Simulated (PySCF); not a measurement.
**AlH (SMILES [AlH]): wB97M-V/def2-TZVPPD**

What is the energy change on altering one bond length of AlH at wB97M-V/def2-TZVPPD? 

Program for the calculation: PySCF 2.14.0.

3 further runs of the same task are left out: 3 set aside as unsound or not needed.

## Step 1: The structure to begin with

AlH has 2 atoms, charge 0, and is taken as a singlet. As SMILES, `[AlH]`. The shape is that of a PBE0-D4/def2-TZVP optimisation.

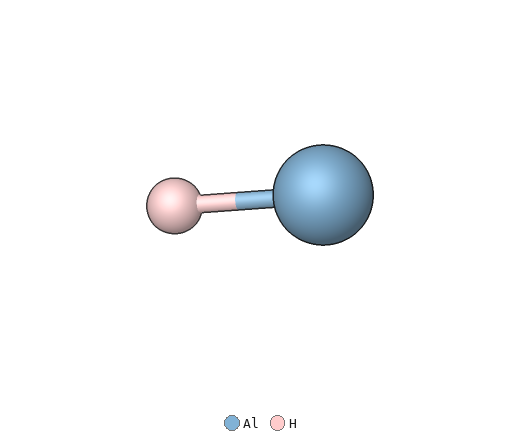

The structure, seen from a chosen angle (aluminium light blue, hydrogen pink).

## Step 2: A single-point energy at wB97M-V/def2-TZVPPD

The input, input.xyz:

```xyz
2

Al     0.000000     0.000000    -0.025640
H      0.000000     0.000000     1.639110
```

The input, job.py:

```python
from pyscf import gto, dft

mol = gto.Mole()
mol.atom = 'input.xyz'
mol.verbose = 4
mol.max_memory = 1860
mol.spin = 0
mol.charge = 0
mol.basis = 'def2-tzvppd'
mol.build()

mf = dft.RKS(mol)
mf.xc = 'wb97m-v'
mf.conv_tol = 1e-10
mf.grids.level = 5
mf.nlcgrids.level = 1
mf.kernel()
if not mf.converged:
    mf = mf.newton().run(mf.mo_coeff, mf.mo_occ)

etot = mf.e_tot
print('E(%s) = %.9f' % ('WB97M-V', etot))
```

Started as:

```
$ OMP_NUM_THREADS=1 python job.py
```

Log:

```text
PySCF version 2.14.0

[INPUT] num. atoms = 2
[INPUT] num. electrons = 14
[INPUT] charge = 0
[INPUT] spin (= nelec alpha-beta = 2S) = 0
[INPUT] symmetry False subgroup None
[INPUT] Mole.unit = angstrom
[INPUT] Symbol           X                Y                Z      unit          X                Y                Z       unit  Magmom
[INPUT]  1 Al     0.000000000000   0.000000000000  -0.025640000000 AA    0.000000000000   0.000000000000  -0.048452577834 Bohr   0.0
[INPUT]  2 H      0.000000000000   0.000000000000   1.639110000000 AA    0.000000000000   0.000000000000   3.097468988036 Bohr   0.0

nuclear repulsion = 4.13233442977024
number of shells = 23
number of NR pGTOs = 88
number of NR cGTOs = 65
basis = def2-tzvppd
ecp = {}

******** <class 'pyscf.dft.rks.RKS'> ********
method = RKS
initial guess = minao
damping factor = 0
level_shift factor = 0
DIIS = <class 'pyscf.scf.diis.CDIIS'>
diis_start_cycle = 1
diis_space = 8
diis_damp = 0
SCF conv_tol = 1e-10
SCF conv_tol_grad = None
SCF max_cycles = 50
direct_scf = True
direct_scf_tol = 1e-13
XC library pyscf.dft.libxc version 7.0.0
    S. Lehtola, C. Steigemann, M. J.T. Oliveira, and M. A.L. Marques.,  SoftwareX 7, 1–5 (2018)
XC functionals = wb97m-v
radial grids:
    Treutler-Ahlrichs [JCP 102, 346 (1995); DOI:10.1063/1.469408] (M4) radial grids

becke partition: Becke, JCP 88, 2547 (1988); DOI:10.1063/1.454033
pruning grids: <function nwchem_prune>
grids dens level: 5
symmetrized grids: False
atomic radii adjust function: <function treutler_atomic_radii_adjust>
** Following is NLC and NLC Grids **
NLC functional = wb97m-v
radial grids:
    Treutler-Ahlrichs [JCP 102, 346 (1995); DOI:10.1063/1.469408] (M4) radial grids

becke partition: Becke, JCP 88, 2547 (1988); DOI:10.1063/1.454033
pruning grids: <function nwchem_prune>
grids dens level: 1
symmetrized grids: False
atomic radii adjust function: <function treutler_atomic_radii_adjust>
small_rho_cutoff = 0
Set gradient conv threshold to 1e-05
Initial guess from minao.
tot grids = 66592
tot grids = 8824
init E= -242.764517841758
  HOMO = -0.19173632122263  LUMO = -0.0244412663861695  gap/eV = 4.55233
cycle= 1 E= -242.951795844986  delta_E= -0.187  |g|= 0.15  |ddm|= 0.775
  HOMO = -0.28079396318642  LUMO = -0.007743970192217  gap/eV = 7.43007
cycle= 2 E= -242.960864598962  delta_E= -0.00907  |g|= 0.0556  |ddm|= 0.245
  HOMO = -0.283583446136291  LUMO = -0.0018482368911589  gap/eV = 7.66641
cycle= 3 E= -242.9612966966  delta_E= -0.000432  |g|= 0.00997  |ddm|= 0.048
  HOMO = -0.284182978610586  LUMO = -0.000878559512755174  gap/eV = 7.70911
cycle= 4 E= -242.961330460142  delta_E= -3.38e-05  |g|= 0.00203  |ddm|= 0.0215
  HOMO = -0.284168861252486  LUMO = -0.000933567618835203  gap/eV = 7.70722
cycle= 5 E= -242.96133438859  delta_E= -3.93e-06  |g|= 0.000448  |ddm|= 0.0096
  HOMO = -0.284207118845471  LUMO = -0.000989132282726011  gap/eV = 7.70675
cycle= 6 E= -242.961334616717  delta_E= -2.28e-07  |g|= 8.05e-05  |ddm|= 0.00262
  HOMO = -0.284204434295896  LUMO = -0.000990209710638635  gap/eV = 7.70665
cycle= 7 E= -242.961334624039  delta_E= -7.32e-09  |g|= 2.14e-05  |ddm|= 0.000391
  HOMO = -0.284203805712821  LUMO = -0.00099010284883928  gap/eV = 7.70664
cycle= 8 E= -242.961334624951  delta_E= -9.12e-10  |g|= 2.61e-06  |ddm|= 0.000185
  HOMO = -0.284204302177315  LUMO = -0.000990637514449823  gap/eV = 7.70664
cycle= 9 E= -242.961334624961  delta_E= -9.38e-12  |g|= 3.22e-07  |ddm|= 1.85e-05
  HOMO = -0.284204269833138  LUMO = -0.00099061495177375  gap/eV = 7.70664
Extra cycle  E= -242.96133462496  delta_E= 1.71e-13  |g|= 1.09e-07  |ddm|= 8.72e-07
converged SCF energy = -242.96133462496
E(WB97M-V) = -242.961334625
```

Wall time 8.1 s (1 thread of Arm Neoverse V2, shared host); peak memory 0.34 GiB.

## Step 3: The distorted shape

The input, job.py:

```python
from pyscf import gto, dft

molecule = gto.Mole()
molecule.atom = '''
Al     0.000000     0.000000    -0.857990
H      0.000000     0.000000     1.639110
'''
molecule.basis = 'def2-tzvppd'
molecule.max_memory = 1860
molecule.verbose = 4
molecule.build()

calc0 = dft.RKS(molecule, xc='wb97m-v')
calc0.grids.level = 5
calc0.conv_tol = 1e-10
calc0.nlcgrids.level = 1
calc0.kernel()
if not calc0.converged:
    calc0 = calc0.newton().run(calc0.mo_coeff, calc0.mo_occ)

e_final = calc0.e_tot
print(f'total energy: {e_final:.8f} hartree')
```

Started as:

```
$ OMP_NUM_THREADS=1 python job.py
```

Log:

```text
PySCF version 2.14.0

[INPUT] num. atoms = 2
[INPUT] num. electrons = 14
[INPUT] charge = 0
[INPUT] spin (= nelec alpha-beta = 2S) = 0
[INPUT] symmetry False subgroup None
[INPUT] Mole.unit = angstrom
[INPUT] Symbol           X                Y                Z      unit          X                Y                Z       unit  Magmom
[INPUT]  1 Al     0.000000000000   0.000000000000  -0.857990000000 AA    0.000000000000   0.000000000000  -1.621366117616 Bohr   0.0
[INPUT]  2 H      0.000000000000   0.000000000000   1.639110000000 AA    0.000000000000   0.000000000000   3.097468988036 Bohr   0.0

nuclear repulsion = 2.75491720073685
number of shells = 23
number of NR pGTOs = 88
number of NR cGTOs = 65
basis = def2-tzvppd
ecp = {}

******** <class 'pyscf.dft.rks.RKS'> ********
method = RKS
initial guess = minao
damping factor = 0
level_shift factor = 0
DIIS = <class 'pyscf.scf.diis.CDIIS'>
diis_start_cycle = 1
diis_space = 8
diis_damp = 0
SCF conv_tol = 1e-10
SCF conv_tol_grad = None
SCF max_cycles = 50
direct_scf = True
direct_scf_tol = 1e-13
XC library pyscf.dft.libxc version 7.0.0
    S. Lehtola, C. Steigemann, M. J.T. Oliveira, and M. A.L. Marques.,  SoftwareX 7, 1–5 (2018)
XC functionals = wb97m-v
radial grids:
    Treutler-Ahlrichs [JCP 102, 346 (1995); DOI:10.1063/1.469408] (M4) radial grids

becke partition: Becke, JCP 88, 2547 (1988); DOI:10.1063/1.454033
pruning grids: <function nwchem_prune>
grids dens level: 5
symmetrized grids: False
atomic radii adjust function: <function treutler_atomic_radii_adjust>
** Following is NLC and NLC Grids **
NLC functional = wb97m-v
radial grids:
    Treutler-Ahlrichs [JCP 102, 346 (1995); DOI:10.1063/1.469408] (M4) radial grids

becke partition: Becke, JCP 88, 2547 (1988); DOI:10.1063/1.454033
pruning grids: <function nwchem_prune>
grids dens level: 1
symmetrized grids: False
atomic radii adjust function: <function treutler_atomic_radii_adjust>
small_rho_cutoff = 0
Set gradient conv threshold to 1e-05
[... 1 set-up line as earlier in the session ...]
tot grids = 66592
tot grids = 8824
init E= -242.655836325558
  HOMO = -0.205192391937947  LUMO = -0.0201010597470189  gap/eV = 5.03659
cycle= 1 E= -242.870001636559  delta_E= -0.214  |g|= 0.237  |ddm|= 0.663
  HOMO = -0.209971163216013  LUMO = -0.0488579828546828  gap/eV = 4.38411
cycle= 2 E= -242.906236085243  delta_E= -0.0362  |g|= 0.119  |ddm|= 0.621
  HOMO = -0.262439829128622  LUMO = -0.0232300902281477  gap/eV = 6.50923
cycle= 3 E= -242.911460235054  delta_E= -0.00522  |g|= 0.0139  |ddm|= 0.136
  HOMO = -0.271072036639332  LUMO = -0.0201635371508858  gap/eV = 6.82757
cycle= 4 E= -242.911571565178  delta_E= -0.000111  |g|= 0.00443  |ddm|= 0.0282
  HOMO = -0.270697606600441  LUMO = -0.0202005201904698  gap/eV = 6.81637
cycle= 5 E= -242.911583709653  delta_E= -1.21e-05  |g|= 0.000881  |ddm|= 0.0101
  HOMO = -0.270512993914668  LUMO = -0.0202047749953366  gap/eV = 6.81123
cycle= 6 E= -242.911584450946  delta_E= -7.41e-07  |g|= 0.000101  |ddm|= 0.00304
  HOMO = -0.270500108508385  LUMO = -0.0202102105972065  gap/eV = 6.81074
cycle= 7 E= -242.911584454682  delta_E= -3.74e-09  |g|= 1.8e-05  |ddm|= 0.000275
  HOMO = -0.270504323854356  LUMO = -0.0202093300744982  gap/eV = 6.81087
cycle= 8 E= -242.911584455127  delta_E= -4.45e-10  |g|= 4.46e-06  |ddm|= 0.000106
  HOMO = -0.270504107798425  LUMO = -0.0202088702538023  gap/eV = 6.81088
cycle= 9 E= -242.911584455161  delta_E= -3.4e-11  |g|= 9.07e-07  |ddm|= 3.22e-05
  HOMO = -0.270504330537662  LUMO = -0.0202088029338838  gap/eV = 6.81089
Extra cycle  E= -242.911584455164  delta_E= -2.67e-12  |g|= 3.71e-07  |ddm|= 4.35e-06
converged SCF energy = -242.911584455164
total energy: -242.91158446 hartree
```

Run time: 8.1 s. Hardware: 1 thread of Arm Neoverse V2, shared host; peak memory 0.34 GiB.

## Step 4: Results

Level: wB97M-V/def2-TZVPPD.

| quantity | value |
| --- | --- |
| first shape: total energy | -242.96133 Eh |
| first shape: dipole moment | 0.38 D |
| first shape: HOMO energy | -7.73 eV |
| first shape: LUMO energy | -0.03 eV |
| first shape: HOMO–LUMO gap | 7.71 eV |
| distorted shape: total energy | -242.91158 Eh |
| distorted shape: dipole moment | 4.18 D |
| distorted shape: HOMO energy | -7.36 eV |
| distorted shape: LUMO energy | -0.55 eV |
| distorted shape: HOMO–LUMO gap | 6.81 eV |
| energy change with the Al1–H2 bond stretched from 1.665 to 2.497 Å | 1.354 eV |

In words: With the Al1–H2 bond stretched from 1.665 to 2.497 Å the energy rises by 1.35 eV (131 kJ/mol). The first shape isn't relaxed at this level, so the change isn't measured from a minimum.
